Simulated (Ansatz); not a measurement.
## Hypothetical diamond V: pressure series

The parent structure is V in the diamond structure (space group Fd-3m, No. 227; ferromagnetic; a hypothetical phase, not in the database extracts checked).

```
V
1.0
    0.00000     2.73370     2.73370
    2.73370     0.00000     2.73370
    2.73370     2.73370     0.00000
V
2
Direct
  0.75000   0.75000   0.75000
  0.50000   0.50000   0.50000
```

Cell and atoms are relaxed at each pressure.

All numbers come from Ansatz (an electronic-structure program) PBE, no SOC.

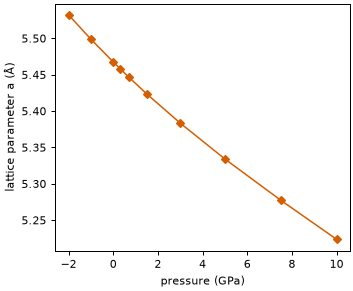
Lattice parameter a against pressure

**Question.** From the plot, what is the lattice parameter a for pressure 0.7 GPa?

**Answer.** About 5.45 Å.

**Question.** Is the trend monotonic over the range shown?

**Answer.** Yes, it falls throughout, spanning 522.3 pm to 553.2 pm.

Other magnetic orders, which the real material may have, were not ruled out. Load acts through the strain it causes; cell and atoms are relaxed under it. Whether these cells are dynamically stable was not tested. Competing high-pressure phases were not computed.
